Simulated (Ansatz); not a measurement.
# GeCNClF (SMILES N#[C][Ge]([F])[Cl]) at UHF/3-21G

Aim: the vertical ionisation energy of GeCNClF at UHF/3-21G, from 2 runs. 

Program for the calculation: Ansatz 0.2.0.

130 further runs of the same task are left out: 130 set aside as unsound or not needed.

## Step 1: The system as given

The species is GeCNClF (5 atoms), meant as a doublet with charge 0. As SMILES, `N#[C][Ge]([F])[Cl]`. The shape is that of a PBE0-D4/def2-TZVP optimisation.

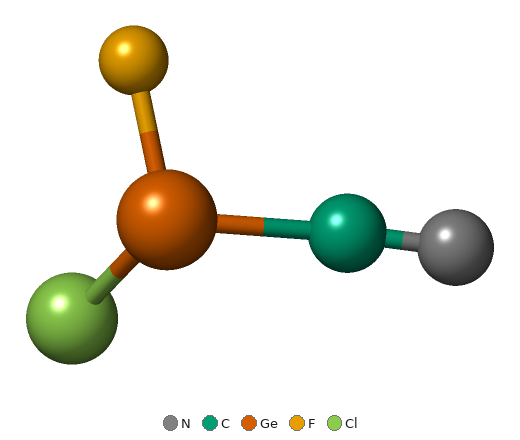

Viewed from a chosen angle; nitrogen grey, carbon teal, germanium orange, fluorine amber, chlorine green.

## Step 2: A single-point energy at UHF/3-21G

File input.yaml:

```yaml
crystal:
  periodic: [false, false, false]
  atoms:
    - {symbol: "N", position_ang: [1.169800, -1.332900, 1.557000]}
    - {symbol: C, position_ang: [0.647700, -0.755000, 0.707300]}
    - {symbol: Ge, position_ang: [-0.063200, 0.127200, -0.853400]}
    - {symbol: F, position_ang: [-1.722100, -0.343000, -0.913400]}
    - {symbol: Cl, position_ang: [0.017500, 2.230100, -0.539000]}
basis:
  gaussian: {orbitals: 3-21G-spherical.json}
magnetization: {spin_polarized: true, initial_magnetization: 1}
hamiltonian: {xc: hf}
accuracy: high
output: {orbitals: {seedname: orbitals}}
```

The basis set 3-21G is read from a file made from the Basis Set Exchange's data (not shown).

On the command line:

```
$ ansatz run input.yaml --threads 1 --pin off --max-ram 3480MiB --events-out events.jsonl --progress --plain --runs-dir runs
```

Standard output:

```text
Warning: RAYON_NUM_THREADS=1 ignored (pool sized by the plan → 1); use --threads N
Functional definition: HF
  name "HF"
  exchange = exact_x
  correlation = 0
1227 factors; integrals over basis functions are off by at most 7.1e-9 eV
mean field evaluation 1: about -73831.9201 eV, gradient 2.6e1 eV
mean field evaluation 2: about -73831.9458 eV, gradient 2.6e1 eV
mean field evaluation 4: about -73835.5243 eV, gradient 3.0e0 eV
mean field evaluation 8: about -73835.6277 eV, gradient 4.5e-1 eV
mean field evaluation 16: about -73835.6331 eV, gradient 1.9e-8 eV
mean field evaluation 32: about -73835.4611 eV, gradient 1.5e0 eV
mean field evaluation 64: about -73835.6304 eV, gradient 8.3e-2 eV
mean field -73835.63314698 eV, -2713.4094705618 hartree, gradient 2.0e-8 eV, S^2 0.761273; 0 other end points of the search recorded, 0 dependent functions left out
reference -73835.63314698 eV, -2713.4094705618 hartree; 36, 35 occupied and 26, 27 virtual orbitals, 1227 factors
Total energy: -73835.63314698 eV, -2713.4094705618 hartree
```

It took 2.2 s on 1 thread of Intel Xeon 6975P-C (Granite Rapids), shared host; peak memory 0.24 GiB.

## Step 3: The singlet cation, same level

File run.yaml:

```yaml
crystal:
  periodic: [false, false, false]
  atoms:
    - {symbol: N, position_ang: [1.169800, -1.332900, 1.557000]}
    - {symbol: C, position_ang: [0.647700, -0.755000, 0.707300]}
    - {symbol: Ge, position_ang: [-0.063200, 0.127200, -0.853400]}
    - {symbol: F, position_ang: [-1.722100, -0.343000, -0.913400]}
    - {symbol: Cl, position_ang: [0.017500, 2.230100, -0.539000]}
basis:
  gaussian:
    orbitals: 3-21G-spherical.json
accuracy: high
hamiltonian:
  xc: hf
output: {orbitals: {seedname: orbitals}}
total_charge: 1
```

The basis set 3-21G is read from a file made from the Basis Set Exchange's data (not shown).

On the command line:

```
$ ansatz run run.yaml --threads 1 --pin off --max-ram 3480MiB --events-out events.jsonl --progress --plain --runs-dir runs
```

Standard output:

```text
Warning: RAYON_NUM_THREADS=1 ignored (pool sized by the plan → 1); use --threads N
[... 4 set-up lines as earlier in the session ...]
1226 factors; integrals over basis functions are off by at most 7.1e-9 eV
mean field evaluation 1: about -73818.2894 eV, gradient 5.3e1 eV
mean field evaluation 2: about -73818.5890 eV, gradient 5.3e1 eV
mean field evaluation 4: about -73824.9719 eV, gradient 5.0e0 eV
mean field evaluation 8: about -73825.1156 eV, gradient 7.1e-1 eV
mean field evaluation 16: about -73825.1206 eV, gradient 1.9e-8 eV
mean field -73825.12064607 eV, -2713.0231432790 hartree, gradient 1.9e-8 eV, S^2 0.000000; 0 other end points of the search recorded, 0 dependent functions left out
reference -73825.12064607 eV, -2713.0231432790 hartree; 35, 35 occupied and 27, 27 virtual orbitals, 1226 factors
Total energy: -73825.12064607 eV, -2713.0231432790 hartree
```

Run time: 0.76 s. Hardware: 1 thread of Intel Xeon 6975P-C (Granite Rapids), shared host; peak memory 0.17 GiB.

## Step 4: Results

At UHF/3-21G:

| quantity | value |
| --- | --- |
| doublet GeCNClF: total energy | -2713.40947 Eh |
| doublet GeCNClF: HOMO energy (highest over α and β) | -11.23 eV |
| doublet GeCNClF: LUMO energy (lowest over α and β) | -1.26 eV |
| doublet GeCNClF: ⟨S²⟩ | 0.761 |
| singlet cation: total energy | -2713.02314 Eh |
| singlet cation: HOMO energy | -19.34 eV |
| singlet cation: LUMO energy | -9.68 eV |
| singlet cation: HOMO–LUMO gap | 9.66 eV |
| vertical ionisation energy (to the singlet cation) | 10.513 eV |

Removing an electron at fixed nuclei costs 10.51 eV (242 kcal/mol). Only the singlet of the ionised species was computed; a triplet could lie lower.
